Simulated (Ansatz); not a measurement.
## Geometry relaxation, with input and output: WNH₆F₃ (part 2 of 2)

The same run, continued: WNH₆F₃; RHF/def2-SVP (Ansatz 0.2.0). The input holds or restrains some coordinates. It belongs to a series of runs on one base structure; here: pulled along the bonds that form and break, towards end B.

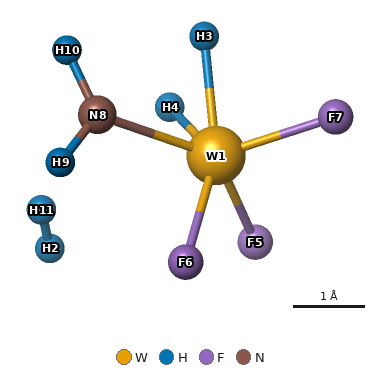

**Figure 1.** The geometry at step 10 of the log (ball-and-stick view, seen at a tilt; atoms are numbered from 1 in the order of the input).

**Trajectory as extended XYZ, continued**
```
11
Properties=species:S:1:pos:R:3:forces:R:3 step=6 energy=-11492.86505
W     0.1624   -0.3622   -0.3507    1.4286  -1.2125   0.8502
H     0.0333   -0.0948    2.5640   -0.4522   0.3604   0.3494
H     1.5549    0.5179   -0.0809   -0.1348   0.0184  -0.1318
H     0.2264    1.2145    0.2368    0.1489  -0.2562   0.0692
F    -1.6221    0.1404    0.0926   -0.0252   0.0801   0.0096
F    -0.6433   -2.0644   -0.0419   -0.1256   0.1076  -0.0751
F     0.2987   -0.1683   -2.1452    0.0438   0.0383  -0.0394
N     1.5845   -1.4834    0.5279   -0.8451   0.5511  -0.9806
H     1.3402   -2.4451    0.7114   -0.0056   0.2060  -0.0439
H     2.4860   -1.2543    0.9059   -0.1796   0.2552  -0.1766
H     0.5687   -0.5462    2.3432    0.1469  -0.1485   0.1690
11
Properties=species:S:1:pos:R:3:forces:R:3 step=7 energy=-11492.89873
W     0.1612   -0.3762   -0.3571    1.2286  -1.1724   0.9643
H    -0.0025   -0.1254    2.5499   -0.8468   0.6840   0.5268
H     1.5420    0.5186   -0.1310    0.1111   0.0076  -0.1837
H     0.3008    1.1618    0.2865    0.0645  -0.0732   0.1001
F    -1.6079    0.1707    0.1092    0.0227   0.1081  -0.0931
F    -0.6687   -2.0581   -0.0298    0.0694  -0.0362  -0.0025
F     0.2908   -0.1640   -2.1512   -0.0331   0.0752  -0.1726
N     1.5996   -1.4741    0.5255   -1.0785   0.5539  -0.9490
H     1.3560   -2.4182    0.7917    0.0922   0.2404  -0.1300
H     2.5090   -1.2043    0.8532   -0.1760   0.1106  -0.0894
H     0.5093   -0.5768    2.3162    0.5460  -0.4981   0.0292
11
Properties=species:S:1:pos:R:3:forces:R:3 step=8 energy=-11492.94330
W     0.1526   -0.3953   -0.3627    1.1534  -0.6434   1.4227
H    -0.1036   -0.2054    2.5392   -1.5110   1.0506   0.7725
H     1.5614    0.4889   -0.3051    0.1009  -0.0880  -0.1568
H     0.4334    1.0716    0.3916    0.0161  -0.1651   0.0484
F    -1.5863    0.2544    0.1091    0.3084  -0.0223  -0.3279
F    -0.6936   -2.0543    0.0067    0.2310  -0.1917  -0.0310
F     0.2408   -0.1554   -2.1638   -0.1845   0.0611  -0.2724
N     1.6091   -1.4447    0.5581   -1.0878   0.5826  -1.1446
H     1.4249   -2.4047    0.8359    0.1071   0.5779  -0.0153
H     2.5153   -1.0976    0.8319   -0.3174  -0.2503  -0.1321
H     0.4356   -0.6035    2.3222    1.1838  -0.9115  -0.1635
11
Properties=species:S:1:pos:R:3:forces:R:3 step=9 energy=-11493.03864
W     0.1483   -0.3950   -0.3642    1.4261  -0.1261   1.6173
H    -0.1983   -0.3121    2.5463   -1.6701   0.9318   0.7575
H     1.5958    0.4616   -0.4951   -0.2952  -0.2794  -0.0595
H     0.5548    0.9888    0.5068   -0.1523  -0.4009  -0.1661
F    -1.5660    0.3362    0.0654    0.6649  -0.1373  -0.3666
F    -0.6770   -2.0620    0.0209    0.2228  -0.0532  -0.0705
F     0.1606   -0.1388   -2.1796   -0.2292  -0.0467  -0.1431
N     1.6180   -1.4057    0.5797   -0.8834   0.5853  -1.1015
H     1.4329   -2.3331    0.9715    0.2389   0.8752  -0.2648
H     2.5420   -1.0264    0.7667   -0.6386  -0.5192  -0.0469
H     0.3787   -0.6596    2.3447    1.3163  -0.8295  -0.1559
11
Properties=species:S:1:pos:R:3:forces:R:3 step=10 energy=-11493.15042
W     0.1623   -0.3751   -0.3448    1.6549  -0.0812   1.1004
H    -0.3254   -0.4600    2.5574   -0.7528   0.2347   0.3761
H     1.6307    0.4427   -0.6289   -0.5778  -0.3506   0.0776
H     0.6206    0.9678    0.5607   -0.1313  -0.3932  -0.2368
F    -1.5138    0.4213    0.0466    0.4895  -0.1634  -0.2272
F    -0.6420   -2.0477    0.0676    0.1096   0.1081  -0.1082
F     0.0670   -0.1722   -2.1784   -0.0924  -0.1129   0.2040
N     1.6390   -1.3702    0.5927   -0.7614   0.5302  -1.0379
H     1.4419   -2.2706    1.0361    0.2688   0.8136  -0.3395
H     2.5787   -1.0123    0.7332   -0.6300  -0.4386   0.0163
H     0.3306   -0.6696    2.3210    0.4228  -0.1467   0.1753
11
Properties=species:S:1:pos:R:3:forces:R:3 step=11 energy=-11493.16711
W     0.1385   -0.3393   -0.3091    1.5941  -1.0184   0.2026
H    -0.2860   -0.5088    2.5806   -1.4496   0.5738   0.5989
H     1.5602    0.4213   -0.6663    0.1470   0.1480  -0.1187
H     0.6405    0.9280    0.6338   -0.0646   0.1332   0.0345
F    -1.4925    0.5458   -0.1085   -0.1170   0.1124   0.2015
F    -0.6398   -2.0232    0.0303   -0.0909  -0.1882   0.2309
F     0.0378   -0.2753   -2.1555    0.0626   0.0638   0.1169
N     1.6464   -1.3208    0.5916   -1.1675   0.7575  -1.2622
H     1.4574   -2.1827    1.0612   -0.0312  -0.2554   0.0504
H     2.5867   -1.0114    0.7263    0.0518   0.1331   0.0553
H     0.3405   -0.7795    2.3787    1.0653  -0.4597  -0.1101
11
Properties=species:S:1:pos:R:3:forces:R:3 step=12 energy=-11493.18847
W     0.1536   -0.3329   -0.3111    1.4502  -1.0420   0.5273
H    -0.3455   -0.5650    2.5607   -1.4202   0.5402   0.5957
H     1.5794    0.4182   -0.6956    0.0962   0.0647  -0.0826
H     0.6706    0.9651    0.5813   -0.0412   0.0647   0.0551
F    -1.4710    0.5598   -0.0645   -0.0610   0.0623   0.1149
F    -0.6359   -1.9956    0.1243   -0.0405  -0.0886   0.0247
F     0.0152   -0.2864   -2.1533    0.0475   0.0260   0.0745
N     1.6593   -1.3148    0.5965   -1.1020   0.8084  -1.2900
H     1.4839   -2.1937    1.0433   -0.0638  -0.1074   0.0657
H     2.5937   -0.9898    0.7386    0.0589   0.0690   0.0118
H     0.2862   -0.8109    2.3428    1.0758  -0.3974  -0.0969
11
Properties=species:S:1:pos:R:3:forces:R:3 step=13 energy=-11493.18885
W     0.1604   -0.3425   -0.3202    1.3454  -0.8685   0.8121
H    -0.3420   -0.5487    2.5508   -1.4410   0.5038   0.6095
H     1.5873    0.4132   -0.7145    0.0578   0.0209   0.0556
H     0.6386    0.9575    0.5979    0.0800  -0.0498  -0.0696
F    -1.4664    0.5410   -0.0235    0.0196  -0.0579  -0.0185
F    -0.6331   -2.0086    0.1075    0.0120  -0.0108  -0.0188
F     0.0246   -0.2588   -2.1581   -0.0381  -0.0063  -0.0052
N     1.6620   -1.3307    0.5908   -1.1056   0.8319  -1.2411
H     1.4724   -2.1974    1.0618   -0.0037   0.0157  -0.0249
H     2.5927   -0.9954    0.7463   -0.0250   0.0013  -0.0066
H     0.2932   -0.7756    2.3243    1.0987  -0.3803  -0.0924
```

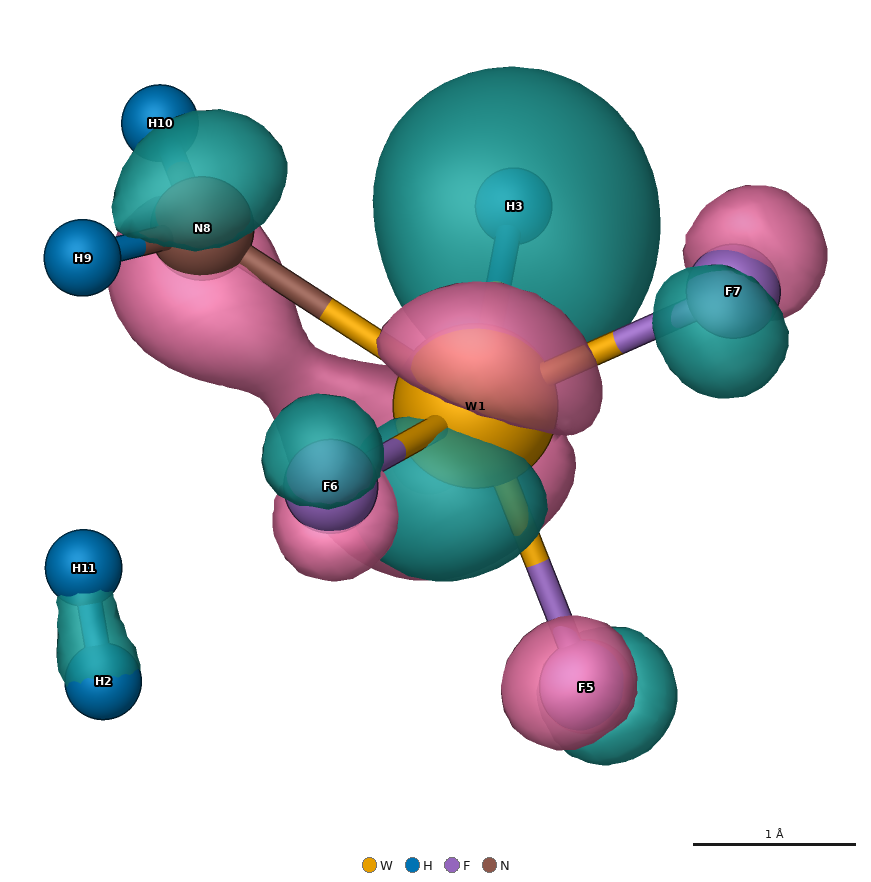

**Figure 2.** One frontier orbital at ±0.15 Å⁻³ᐟ² (teal and pink are the two phases), seen face on. The HOMO−1, at −12.99 eV. It lies mainly on W1 (40 %), H3 (20 %), H4 (10 %) and N8 (10 %).

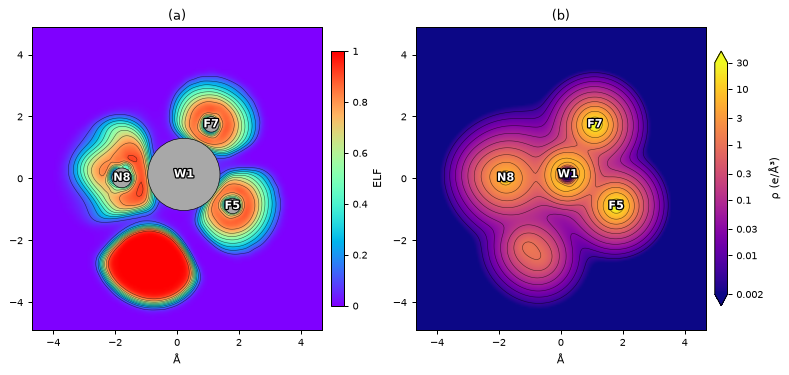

**Figure 3.** (a) ELF; (b) total electron density on the plane of atoms F5, W1 and F7. Grey discs, where drawn, cover atomic cores. The section cuts through W, F and N sites. W–N (2.02 Å): ρ is about 0.96 e/Å³ halfway; the ELF peaks at about 0.90 in the valence shell of N, 0.6 Å from its nucleus, and is about 0.35 at the midpoint.

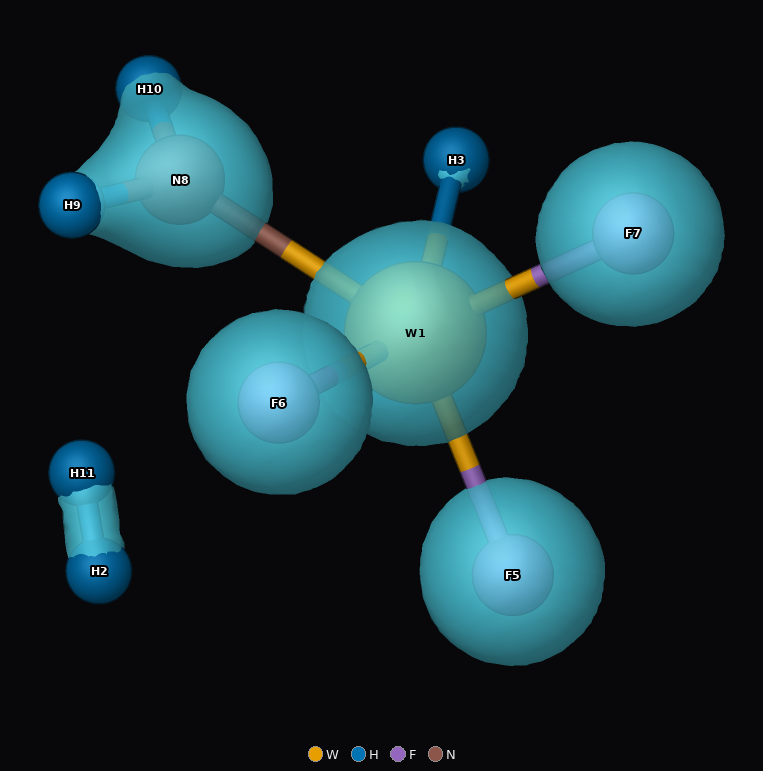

**Figure 4.** Isosurface of the electron density at 1.5 e/Å³ (cyan), seen face on. At this value the surface falls into eight separate pieces. It is pinched off along the W···H (2.68 Å), W–F (1.84 Å) and W–N (2.02 Å) contacts. On the grid the lowest density along these lines, outside the cores, is 0.08 e/Å³ (W···H, 2.68 Å), 1 e/Å³ (W–F, 1.84 Å), 0.95 e/Å³ (W–N, 2.02 Å) and 1.9 e/Å³ (H–H, 0.71 Å).

This output came from the following input.

**Input file**
```yaml
crystal:
  periodic: [false, false, false]
  atoms:
    - { symbol: W, position_ang: [0.0, 0.0, 0.0] }
    - { symbol: H, position_ang: [0.0, 0.0, 2.07] }
    - { symbol: H, position_ang: [1.72, 0.0, 0.0] }
    - { symbol: H, position_ang: [0.0, 1.72, 0.0] }
    - { symbol: F, position_ang: [-1.85, 0.0, 0.0] }
    - { symbol: F, position_ang: [0.0, -1.85, 0.0] }
    - { symbol: F, position_ang: [0.0, 0.0, -1.85] }
    - { symbol: "N", position_ang: [1.5589, -1.6343, 0.7505] }
    - { symbol: H, position_ang: [1.2569, -2.6447, 0.8582] }
    - { symbol: H, position_ang: [2.5551, -1.3519, 0.977] }
    - { symbol: H, position_ang: [0.7487, -0.785, 1.9573] }
basis:
  gaussian: { orbitals: def2-SVP }
hamiltonian:
  xc: hf
relax:
  f_tol: 0.15
  max_steps: 25
  restrain:
    - { distance: [0, 7], at: 2.08, k: 30.0 }
    - { distance: [10, 1], at: 0.66, k: 30.0 }
    - { distance: [0, 1], at: 2.92, k: 30.0 }
    - { distance: [10, 7], at: 2.26, k: 30.0 }
output:
  orbitals: {}
```

Launched with:
```bash
ansatz run input.yaml --threads 2 --pin off --max-ram 3072MiB --backend cpu --events-out ev --progress --plain --runs-dir out
```

**Summary**

- outcome: converged under the restraints of the input
- total energy: −11493.1889 eV
- mean-field energy: −11493.1889 eV
- largest force (length of the vector) at the end, held atoms and coordinates included: 1.859 eV/Å
- hardware: 2 threads of Arm Neoverse N1, 24 GiB of memory available, shared host
- wall time: 51 s (CPU time 98 s)
- peak memory: 0.33 GiB
